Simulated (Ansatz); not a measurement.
Base system: BeSe in the zinc blende structure (space group F-43m, No. 216; a = 5.178 Å).

Now apply this change: cell and atoms relaxed at a pressure of 3 GPa.

Method: PBE (Ansatz, a program for electronic structure), without spin-orbit coupling.

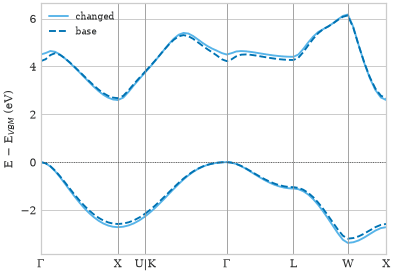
Highest valence and lowest conduction band along the path, each from its own valence-band maximum

The gap is 2.59 eV, indirect, Γ → X; the base has 2.67 eV.

Load acts through the strain it causes; cell and atoms are relaxed under it. Stability against distortions was not tested.
